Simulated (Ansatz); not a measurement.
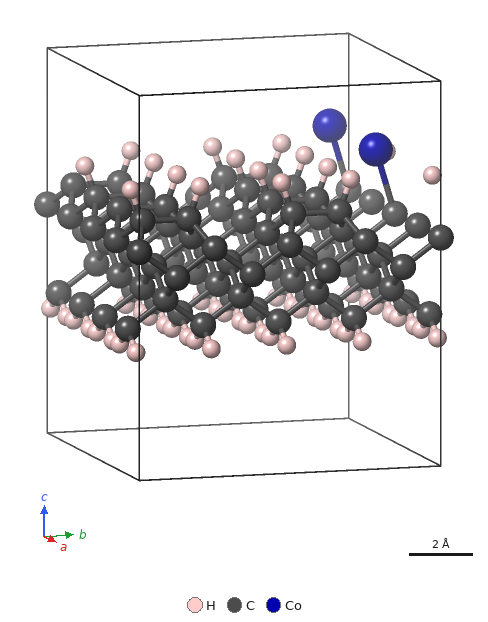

Fig. 1: The structure as given in the input (ball-and-stick view of the 2 × 1 repeat of the cell, with the vacuum cut short, seen slightly off an axis).

**CoH23C40: geometry relaxation (part 1 of 2)**

- system: CoH23C40 (slab, 64 atoms in the cell)
- method: DFT PBEsol, scalar-relativistic, plane waves, PAW, PAW set soft_1, spin-polarised (Ansatz 0.2.0)

The input holds or restrains some coordinates. It belongs to a series of runs on one base structure; here: end point A relaxed.

**Input file**
```yaml
crystal:
  lattice:
    - [5.048742, 0.0, 0.0]
    - [0.0, 10.097485, 0.0]
    - [0.0, 0.0, 18.135561]
  atoms:
    - { symbol: H, position: [0.4277868, 0.0, 0.0551403] }
    - { symbol: H, position: [0.0722132, 0.0, 0.0551403] }
    - { symbol: H, position: [0.9277868, 0.0, 0.0551403] }
    - { symbol: H, position: [0.5722132, 0.0, 0.0551403] }
    - { symbol: H, position: [0.4277868, 0.25, 0.0551403] }
    - { symbol: H, position: [0.0722132, 0.25, 0.0551403] }
    - { symbol: H, position: [0.9277868, 0.25, 0.0551403] }
    - { symbol: H, position: [0.5722132, 0.25, 0.0551403] }
    - { symbol: H, position: [0.4277868, 0.5, 0.0551403] }
    - { symbol: H, position: [0.0722132, 0.5, 0.0551403] }
    - { symbol: H, position: [0.9277868, 0.5, 0.0551403] }
    - { symbol: H, position: [0.5722132, 0.5, 0.0551403] }
    - { symbol: H, position: [0.4277868, 0.75, 0.0551403] }
    - { symbol: H, position: [0.0722132, 0.75, 0.0551403] }
    - { symbol: H, position: [0.9277868, 0.75, 0.0551403] }
    - { symbol: H, position: [0.5722132, 0.75, 0.0551403] }
    - { symbol: C, position: [0.25, 0.0, 0.0901378] }
    - { symbol: C, position: [0.75, 0.0, 0.0901378] }
    - { symbol: C, position: [0.25, 0.25, 0.0901378] }
    - { symbol: C, position: [0.75, 0.25, 0.0901378] }
    - { symbol: C, position: [0.25, 0.5, 0.0901378] }
    - { symbol: C, position: [0.75, 0.5, 0.0901378] }
    - { symbol: C, position: [0.25, 0.75, 0.0901378] }
    - { symbol: C, position: [0.75, 0.75, 0.0901378] }
    - { symbol: C, position: [0.25, 0.125, 0.1393505] }
    - { symbol: C, position: [0.75, 0.125, 0.1393505] }
    - { symbol: C, position: [0.25, 0.375, 0.1393505] }
    - { symbol: C, position: [0.75, 0.375, 0.1393505] }
    - { symbol: C, position: [0.25, 0.625, 0.1393505] }
    - { symbol: C, position: [0.75, 0.625, 0.1393505] }
    - { symbol: C, position: [0.25, 0.875, 0.1393505] }
    - { symbol: C, position: [0.75, 0.875, 0.1393505] }
    - { symbol: C, position: [0.0, 0.125, 0.1885632] }
    - { symbol: C, position: [0.5, 0.125, 0.1885632] }
    - { symbol: C, position: [0.0, 0.375, 0.1885632] }
    - { symbol: C, position: [0.5, 0.375, 0.1885632] }
    - { symbol: C, position: [0.0, 0.625, 0.1885632] }
    - { symbol: C, position: [0.5, 0.625, 0.1885632] }
    - { symbol: C, position: [0.0, 0.875, 0.1885632] }
    - { symbol: C, position: [0.5, 0.875, 0.1885632] }
    - { symbol: C, position: [0.0, 0.0, 0.2377759] }
    - { symbol: C, position: [0.5, 0.0, 0.2377759] }
    - { symbol: C, position: [0.0, 0.25, 0.2377759] }
    - { symbol: C, position: [0.5, 0.25, 0.2377759] }
    - { symbol: C, position: [0.0, 0.5, 0.2377759] }
    - { symbol: C, position: [0.5, 0.5, 0.2377759] }
    - { symbol: C, position: [0.0, 0.75, 0.2377759] }
    - { symbol: C, position: [0.5, 0.75, 0.2377759] }
    - { symbol: C, position: [0.25, 0.0484534, 0.2814746] }
    - { symbol: C, position: [0.75, 0.0484534, 0.2814746] }
    - { symbol: C, position: [0.25, 0.2015466, 0.2814746] }
    - { symbol: C, position: [0.75, 0.2015466, 0.2814746] }
    - { symbol: C, position: [0.25, 0.5484534, 0.2814746] }
    - { symbol: C, position: [0.75, 0.5484534, 0.2814746] }
    - { symbol: C, position: [0.25, 0.7015466, 0.2814746] }
    - { symbol: C, position: [0.75, 0.7015466, 0.2814746] }
    - { symbol: H, position: [0.75, 0.0104409, 0.3383166] }
    - { symbol: H, position: [0.25, 0.2395591, 0.3383166] }
    - { symbol: H, position: [0.75, 0.2395591, 0.3383166] }
    - { symbol: H, position: [0.25, 0.5104409, 0.3383166] }
    - { symbol: H, position: [0.75, 0.5104409, 0.3383166] }
    - { symbol: H, position: [0.25, 0.7395591, 0.3383166] }
    - { symbol: H, position: [0.75, 0.7395591, 0.3383166] }
    - { symbol: Co, position: [0.0693293, 0.9264454, 0.3576157], spin: 1.0 }
magnetization:
  spin_polarized: true
basis:
  ecutwfc: 420.0
kpoints:
  mp_grid: { grid: [2, 1, 1] }
hamiltonian:
  xc: pbesol
  pseudopotentials: { kind: paw, azcp: { folder: soft_1 } }
scf:
  occupations: { method: gaussian, width: 0.05 }
  lower_state_search: "off"
relax:
  f_tol: 0.03
  max_steps: 60
  adjacent_minimum: "off"
  constraints:
    - { sites: [0, 1, 2, 3, 4, 5, 6, 7, 8, 9, 10, 11, 12, 13, 14, 15, 16, 17, 18, 19, 20, 21, 22, 23, 24, 25, 26, 27, 28, 29, 30, 31] }
```

Machine: 4 threads of Arm Neoverse V2, 24 GiB of memory available, shared host.

Run as:
```bash
ansatz run input.yaml --threads 4 --pin off --max-ram 10240MiB --backend cpu --events-out ev --progress --plain --runs-dir out
```

**Log**
```
Warning: [file] the record states the generating functional pbe (its physics header spells it `PBE`), which answers neither for hamiltonian.xc's functional nor for the pbesol family's — results may be inconsistent (PPs are generated against a specific XC)
Warning: [file] the record states the generating functional pbe (its physics header spells it `PBE`), which answers neither for hamiltonian.xc's functional nor for the pbesol family's — results may be inconsistent (PPs are generated against a specific XC)
Warning: [file] the record states the generating functional pbe (its physics header spells it `PBE`), which answers neither for hamiltonian.xc's functional nor for the pbesol family's — results may be inconsistent (PPs are generated against a specific XC)
Engine: ansatz 0.2.0, aarch64-unknown-linux-gnu
Pseudopotentials: kind: paw
Pseudopotential: H, paw, valence charge 1, recommended cutoff 420 eV (normal), [file]
Pseudopotential: C, paw, valence charge 4, recommended cutoff 420 eV (normal), [file]
Pseudopotential: Co, paw, valence charge 17, recommended cutoff 420 eV (normal), [file]
Functional definition: PBEsol
  exchange = pbesol_x
  correlation = pbesol_c
Crystal: 64 atoms, lattice volume = 924.544 Å³
Basis set: ecut = 420 eV, 18077 PW (Γ), exchange–correlation on 72×144×250 points (8 copies of the dense FFT grid, shifted against one another)
Bands: 165, of which v1, the nominal top of the filled ones, is band 100 counted from 1 (99 counted from 0)
Symmetry: 1 space group operations
Space group: P1 (ITA 1), of the structure as read, at distance tolerance 9.7e-5 Å
Magnetic group: BNS 1.1 (UNI 1), of the structure as read, at distance tolerance 9.7e-5 Å
k-points: 2
Non-local potential: H, projectors of the file, l = 0: 2, l = 1: 1
Non-local potential: C, projectors of the file, l = 0: 2, l = 1: 2, l = 2: 1
Non-local potential: Co, projectors of the file, l = 0: 3, l = 1: 2, l = 2: 3, l = 3: 1
PAW form: soft (Blöchl's): semilocal exchange-correlation on the pseudo side does not see the compensation charge
PAW frozen core: C, regenerated for the run's functional, and the local potential with it (the file was generated under x = pbe(κ = 0.804, μ = 0.2195149727645171), c = pbe(β = 0.06672455060314922))
PAW frozen core: Co, regenerated for the run's functional, and the local potential with it (the file was generated under x = pbe(κ = 0.804, μ = 0.2195149727645171), c = pbe(β = 0.06672455060314922))
PAW one-centre angular grid: H, 110 points (default); XC on 64 Gauss nodes
PAW one-centre angular grid: C, 110 points (default); XC on 64 Gauss nodes
PAW one-centre angular grid: Co, 590 points (default); XC on 64 Gauss nodes
Initial density: superposition of atomic densities (neutral atoms: chi_scale 0, normalization atom)
Starting moments: Σ|m| = 1 μB on 1 of 64 sites
Initial wavefunctions: pseudopotential atomic-orbital guess
Functional: x = pbesol(κ = 0.804, μ = 0.12345679012345678), c = pbesol(β = 0.046)
SCF iter   1: F=—  HF=-15312.606089 eV  |F-HF|=—  |Δ(HF+E_count)|=         —  Δρ=4.79e-2 (↑4.67e-2 ↓4.79e-2)  dr2=7.59e1  dr2_m=6.04e-2  M=0.902 μB ∫|m|=0.942 μB  β_m=0.30  ethr=3.10e-3  ⟨swp⟩=8.0  Hψ=3545  notcnv=0  defer=121
preconditioner: auto → Resta (q_TF=auto, 2.114 Å⁻¹)  ε∞=2.0  [insulator: Δε(μ)=0.151 eV  Ē_g=16.554 eV  σ=0.050 eV  W_gap=0.54  n_scr=144 (ndim 8)  ℏωp=16.9 eV  f_vac=0.552  D(μ)=17.69/eV (n_scr^D=100)  ε∞_Penn≈2.0  vacuum switching on, ρ_ref=2.0e-2 e/Å³]
spin=Collinear: Resta preconditioning applied to the charge; magnetization (m = ρ↑ − ρ↓) channel mixes plain (no charge-response kernel on spin).
SCF iter   2: F=—  HF=-15296.216490 eV  |F-HF|=—  |Δ(HF+E_count)|=    1.64e1  Δρ=3.72e-2 (↑2.97e-2 ↓3.72e-2)  dr2=3.23e1  dr2_m=1.51e0  M=2.000 μB ∫|m|=2.078 μB  β_m=1.00  ethr=3.10e-3  ⟨swp⟩=3.2  Hψ=1253  notcnv=0  defer=224
preconditioner: auto → LDOS  [metal: Δε(μ)=0.035 eV  Ē_g=15.967 eV  σ=0.050 eV  W_gap=0.38  n_scr=144 (ndim 8)  ℏωp=16.9 eV  f_vac=0.562  D(μ)=11.35/eV (n_scr^D=54)]
spin=Collinear: LDOS preconditioning applied to the charge; magnetization (m = ρ↑ − ρ↓) channel mixes plain (no charge-response kernel on spin).
SCF iter   3: F=—  HF=-15287.900559 eV  |F-HF|=—  |Δ(HF+E_count)|=    8.32e0  Δρ=3.60e-2 (↑1.82e-2 ↓3.60e-2)  dr2=2.23e1  dr2_m=1.12e0  M=3.000 μB ∫|m|=3.050 μB  β_m=1.00  ethr=3.10e-3  ⟨swp⟩=3.0  Hψ=1196  notcnv=0  defer=232
SCF iter   4: F=—  HF=-15286.109678 eV  |F-HF|=—  |Δ(HF+E_count)|=    1.79e0  Δρ=2.31e-2 (↑9.27e-3 ↓2.31e-2)  dr2=4.30e0  dr2_m=1.28e0  M=2.000 μB ∫|m|=2.063 μB  β_m=0.30  ethr=3.10e-3  ⟨swp⟩=3.8  Hψ=917  notcnv=0  defer=232
SCF iter   5: F=—  HF=-15285.601962 eV  |F-HF|=—  |Δ(HF+E_count)|=   5.08e-1  Δρ=1.70e-2 (↑4.71e-3 ↓1.70e-2)  dr2=1.41e0  dr2_m=7.79e-1  M=2.000 μB ∫|m|=2.094 μB  β_m=0.30  ethr=2.15e-3  ⟨swp⟩=4.0  Hψ=1123  notcnv=0  defer=231
SCF iter   6: F=—  HF=-15285.677465 eV  |F-HF|=—  |Δ(HF+E_count)|=   7.55e-2  Δρ=8.14e-3 (↑4.45e-3 ↓8.14e-3)  dr2=1.73e-1  dr2_m=2.77e-1  M=2.000 μB ∫|m|=2.145 μB  β_m=1.00  ethr=7.04e-4  ⟨swp⟩=2.2  Hψ=1108  notcnv=0  defer=231
SCF iter   7: F=—  HF=-15285.888846 eV  |F-HF|=—  |Δ(HF+E_count)|=   2.11e-1  Δρ=2.05e-3 (↑1.31e-3 ↓2.05e-3)  dr2=2.96e-2  dr2_m=6.72e-3  M=2.000 μB ∫|m|=2.170 μB  β_m=1.00  ethr=8.66e-5  ⟨swp⟩=2.8  Hψ=957  notcnv=0  defer=231
SCF iter   8: F=—  HF=-15285.920949 eV  |F-HF|=—  |Δ(HF+E_count)|=   3.21e-2  Δρ=7.03e-4 (↑6.16e-4 ↓7.03e-4)  dr2=4.87e-3  dr2_m=7.82e-4  M=2.000 μB ∫|m|=2.184 μB  β_m=1.00  ethr=1.48e-5  ⟨swp⟩=2.8  Hψ=1036  notcnv=0  defer=231
SCF iter   9: F=—  HF=-15285.934630 eV  |F-HF|=—  |Δ(HF+E_count)|=   1.37e-2  Δρ=4.18e-4 (↑2.93e-4 ↓4.18e-4)  dr2=1.27e-3  dr2_m=1.35e-4  M=2.000 μB ∫|m|=2.195 μB  β_m=1.00  ethr=2.44e-6  ⟨swp⟩=2.5  Hψ=976  notcnv=0  defer=231
SCF iter  10: F=—  HF=-15285.940871 eV  |F-HF|=—  |Δ(HF+E_count)|=   6.24e-3  Δρ=2.71e-4 (↑1.46e-4 ↓2.71e-4)  dr2=5.20e-4  dr2_m=1.32e-4  M=2.000 μB ∫|m|=2.203 μB  β_m=0.30  ethr=6.34e-7  ⟨swp⟩=2.5  Hψ=919  notcnv=0  defer=231
Mixer restart at iter 10: flushing history
spin-set hold released at iteration 10 (site moments contracting): the magnetisation degrees of freedom join the quasi-Newton model from the next iteration; the mixer history was flushed
SCF iter  11: F=—  HF=-15285.944046 eV  |F-HF|=—  |Δ(HF+E_count)|=   3.17e-3  Δρ=3.09e-4 (↑1.68e-4 ↓3.09e-4)  dr2=3.98e-4  dr2_m=2.49e-4  M=2.000 μB ∫|m|=2.203 μB  β_m=0.65  ethr=2.60e-7  ⟨swp⟩=3.0  Hψ=901  notcnv=0  defer=231
SCF iter  12: F=—  HF=-15285.949318 eV  |F-HF|=—  |Δ(HF+E_count)|=   5.27e-3  Δρ=8.73e-4 (↑5.09e-4 ↓8.73e-4)  dr2=1.31e-2  dr2_m=5.36e-4  M=2.000 μB ∫|m|=2.218 μB  β_m=0.26  ethr=1.99e-7  ⟨swp⟩=4.0  Hψ=934  notcnv=0  defer=231  recentre
SCF iter  13: F=—  HF=-15285.947267 eV  |F-HF|=—  |Δ(HF+E_count)|=   2.05e-3  Δρ=2.34e-4 (↑1.66e-4 ↓2.34e-4)  dr2=8.07e-4  dr2_m=1.40e-4  M=2.000 μB ∫|m|=2.208 μB  β_m=0.44  ethr=1.99e-7  ⟨swp⟩=3.2  Hψ=1200  notcnv=0  defer=231
SCF iter  14: F=—  HF=-15285.949008 eV  |F-HF|=—  |Δ(HF+E_count)|=   1.74e-3  Δρ=2.59e-4 (↑9.64e-5 ↓2.59e-4)  dr2=1.52e-3  dr2_m=1.54e-4  M=2.000 μB ∫|m|=2.214 μB  β_m=0.39  ethr=1.99e-7  ⟨swp⟩=3.0  Hψ=904  notcnv=0  defer=231
SCF iter  15: F=—  HF=-15285.948962 eV  |F-HF|=—  |Δ(HF+E_count)|=   4.55e-5  Δρ=1.83e-4 (↑2.82e-5 ↓1.83e-4)  dr2=7.91e-5  dr2_m=8.41e-5  M=2.000 μB ∫|m|=2.216 μB  β_m=0.49  ethr=1.99e-7  ⟨swp⟩=2.8  Hψ=736  notcnv=0  defer=231
SCF iter  16: F=—  HF=-15285.949486 eV  |F-HF|=—  |Δ(HF+E_count)|=   5.23e-4  Δρ=1.18e-4 (↑3.86e-5 ↓1.18e-4)  dr2=2.71e-4  dr2_m=2.99e-5  M=2.000 μB ∫|m|=2.217 μB  β_m=0.54  ethr=3.96e-8  ⟨swp⟩=3.0  Hψ=978  notcnv=0  defer=231
SCF iter  17: F=—  HF=-15285.949692 eV  |F-HF|=—  |Δ(HF+E_count)|=   2.07e-4  Δρ=9.06e-5 (↑4.72e-5 ↓9.06e-5)  dr2=5.88e-5  dr2_m=3.23e-5  M=2.000 μB ∫|m|=2.219 μB  β_m=0.65  ethr=3.96e-8  ⟨swp⟩=3.0  Hψ=1012  notcnv=0  defer=231
SCF iter  18: F=—  HF=-15285.949770 eV  |F-HF|=—  |Δ(HF+E_count)|=   7.78e-5  Δρ=7.16e-5 (↑2.69e-5 ↓7.16e-5)  dr2=5.00e-5  dr2_m=1.46e-5  M=2.000 μB ∫|m|=2.217 μB  β_m=0.62  ethr=2.94e-8  ⟨swp⟩=3.0  Hψ=852  notcnv=0  defer=231
SCF iter  19: F=—  HF=-15285.949774 eV  |F-HF|=—  |Δ(HF+E_count)|=   3.49e-6  Δρ=3.72e-5 (↑1.54e-5 ↓3.72e-5)  dr2=3.92e-5  dr2_m=3.04e-6  M=2.000 μB ∫|m|=2.216 μB  β_m=0.56  ethr=2.50e-8  ⟨swp⟩=2.2  Hψ=942  notcnv=0  defer=231
SCF iter  20: F=-15285.949783 eV  HF=-15285.949785 eV  |F-HF|=2.61e-6  |Δ(HF+E_count)|=   1.17e-5  Δρ=2.43e-5 (↑1.22e-5 ↓2.43e-5)  dr2=7.75e-6  dr2_m=1.51e-6  M=2.000 μB ∫|m|=2.215 μB  ethr=1.12e-8  ⟨swp⟩=2.5  Hψ=1863  notcnv=0
SCF 1 converged in 20 iterations: F = -15285.949783 eV  dr2 = 7.75e-6
  greatest PAW one-centre occupation: 1.004 electrons in one spin orbital (limit 2), on the Co atom at site 63 (counted from 0), in its partial waves of l = 1
[...]
relax step   1: F+E_penalty+E_count = -15285.94978284 eV  Δ(F+E_penalty+E_count) = +0.000e0 eV  max|allowed force component| = 4.113e0 eV/Å  Δτ_max = 0.0000 Å  (20 SCF iters, dr2 threshold 2.25e-5 eV, accepted)
Initial density: handed on by an earlier stage of this run
Starting moments: Σ|m| = 1 μB on 1 of 64 sites; this step starts from the density that it was given
Initial wavefunctions: those handed on with the density
preconditioner: auto → Resta (q_TF=auto, 2.114 Å⁻¹)  ε∞=2.3  [insulator: Δε(μ)=0.480 eV  Ē_g=14.806 eV  σ=0.050 eV  W_gap=1.00  n_scr=144 (ndim 8)  ℏωp=16.9 eV  f_vac=0.584  D(μ)=0.00/eV (n_scr^D=0)  ε∞_Penn≈2.3  vacuum switching on, ρ_ref=1.6e-2 e/Å³]
spin=Collinear: Resta preconditioning applied to the charge; magnetization (m = ρ↑ − ρ↓) channel mixes plain (no charge-response kernel on spin).
relax step   2: F+E_penalty+E_count = -15288.50778594 eV  Δ(F+E_penalty+E_count) = -2.558e0 eV  max|allowed force component| = 1.853e0 eV/Å  Δτ_max = 0.1115 Å  (10 SCF iters, dr2 threshold 1.00e-4 eV, accepted)
preconditioner: auto → Resta (q_TF=auto, 2.114 Å⁻¹)  ε∞=2.3  [insulator: Δε(μ)=0.480 eV  Ē_g=14.777 eV  σ=0.050 eV  W_gap=1.00  n_scr=144 (ndim 8)  ℏωp=16.9 eV  f_vac=0.587  D(μ)=0.00/eV (n_scr^D=0)  ε∞_Penn≈2.3  vacuum switching on, ρ_ref=1.6e-2 e/Å³]
spin=Collinear: Resta preconditioning applied to the charge; magnetization (m = ρ↑ − ρ↓) channel mixes plain (no charge-response kernel on spin).
relax step   3: F+E_penalty+E_count = -15288.76978884 eV  Δ(F+E_penalty+E_count) = -2.620e-1 eV  max|allowed force component| = 6.760e-1 eV/Å  Δτ_max = 0.1183 Å  (10 SCF iters, dr2 threshold 1.00e-4 eV, accepted)
preconditioner: auto → Resta (q_TF=auto, 2.114 Å⁻¹)  ε∞=2.3  [insulator: Δε(μ)=0.418 eV  Ē_g=14.733 eV  σ=0.050 eV  W_gap=1.00  n_scr=144 (ndim 8)  ℏωp=16.9 eV  f_vac=0.585  D(μ)=0.00/eV (n_scr^D=0)  ε∞_Penn≈2.3  vacuum switching on, ρ_ref=1.6e-2 e/Å³]
spin=Collinear: Resta preconditioning applied to the charge; magnetization (m = ρ↑ − ρ↓) channel mixes plain (no charge-response kernel on spin).
relax step   4: F+E_penalty+E_count = -15288.85012045 eV  Δ(F+E_penalty+E_count) = -8.033e-2 eV  max|allowed force component| = 2.749e-1 eV/Å  Δτ_max = 0.1516 Å  (10 SCF iters, dr2 threshold 6.08e-5 eV, accepted)
preconditioner: auto → Resta (q_TF=auto, 2.114 Å⁻¹)  ε∞=2.3  [insulator: Δε(μ)=0.301 eV  Ē_g=14.713 eV  σ=0.050 eV  W_gap=1.00  n_scr=144 (ndim 8)  ℏωp=16.9 eV  f_vac=0.583  D(μ)=0.00/eV (n_scr^D=0)  ε∞_Penn≈2.3  vacuum switching on, ρ_ref=1.6e-2 e/Å³]
spin=Collinear: Resta preconditioning applied to the charge; magnetization (m = ρ↑ − ρ↓) channel mixes plain (no charge-response kernel on spin).
relax step   5: F+E_penalty+E_count = -15288.90041824 eV  Δ(F+E_penalty+E_count) = -5.030e-2 eV  max|allowed force component| = 2.742e-1 eV/Å  Δτ_max = 0.1951 Å  (13 SCF iters, dr2 threshold 1.01e-5 eV, accepted)
preconditioner: auto → Resta (q_TF=auto, 2.114 Å⁻¹)  ε∞=2.3  [insulator: Δε(μ)=0.227 eV  Ē_g=14.699 eV  σ=0.050 eV  W_gap=1.00  n_scr=144 (ndim 8)  ℏωp=16.9 eV  f_vac=0.583  D(μ)=0.07/eV (n_scr^D=0)  ε∞_Penn≈2.3  vacuum switching on, ρ_ref=1.6e-2 e/Å³]
spin=Collinear: Resta preconditioning applied to the charge; magnetization (m = ρ↑ − ρ↓) channel mixes plain (no charge-response kernel on spin).
relax step   6: F+E_penalty+E_count = -15288.94043765 eV  Δ(F+E_penalty+E_count) = -4.002e-2 eV  max|allowed force component| = 3.607e-1 eV/Å  Δτ_max = 0.1933 Å  (13 SCF iters, dr2 threshold 1.24e-5 eV, accepted)
preconditioner: auto → Resta (q_TF=auto, 2.114 Å⁻¹)  ε∞=2.3  [insulator: Δε(μ)=0.067 eV  Ē_g=14.689 eV  σ=0.050 eV  W_gap=0.65  n_scr=144 (ndim 8)  ℏωp=16.9 eV  f_vac=0.581  D(μ)=13.38/eV (n_scr^D=66)  ε∞_Penn≈2.3  vacuum switching on, ρ_ref=1.6e-2 e/Å³]
spin=Collinear: Resta preconditioning applied to the charge; magnetization (m = ρ↑ − ρ↓) channel mixes plain (no charge-response kernel on spin).
  greatest PAW one-centre occupation: 1.003 electrons in one spin orbital (limit 2), on the Co atom at site 63 (counted from 0), in its partial waves of l = 1
relax step   7: F+E_penalty+E_count = -15288.96575932 eV  Δ(F+E_penalty+E_count) = -2.532e-2 eV  max|allowed force component| = 4.728e-1 eV/Å  Δτ_max = 0.1913 Å  (13 SCF iters, dr2 threshold 1.00e-4 eV, accepted)
preconditioner: auto → Resta (q_TF=auto, 2.114 Å⁻¹)  ε∞=2.3  [insulator: Δε(μ)=0.140 eV  Ē_g=14.705 eV  σ=0.050 eV  W_gap=0.95  n_scr=144 (ndim 8)  ℏωp=16.9 eV  f_vac=0.581  D(μ)=2.35/eV (n_scr^D=4)  ε∞_Penn≈2.3  vacuum switching on, ρ_ref=1.6e-2 e/Å³]
spin=Collinear: Resta preconditioning applied to the charge; magnetization (m = ρ↑ − ρ↓) channel mixes plain (no charge-response kernel on spin).
relax step   8: F+E_penalty+E_count = -15288.97664585 eV  Δ(F+E_penalty+E_count) = -1.089e-2 eV  max|allowed force component| = 2.331e-1 eV/Å  Δτ_max = 0.1638 Å  (15 SCF iters, dr2 threshold 1.00e-4 eV, accepted)
preconditioner: auto → Resta (q_TF=auto, 2.114 Å⁻¹)  ε∞=2.3  [insulator: Δε(μ)=0.150 eV  Ē_g=14.714 eV  σ=0.050 eV  W_gap=0.96  n_scr=144 (ndim 8)  ℏωp=16.9 eV  f_vac=0.580  D(μ)=1.64/eV (n_scr^D=2)  ε∞_Penn≈2.3  vacuum switching on, ρ_ref=1.6e-2 e/Å³]
spin=Collinear: Resta preconditioning applied to the charge; magnetization (m = ρ↑ − ρ↓) channel mixes plain (no charge-response kernel on spin).
```
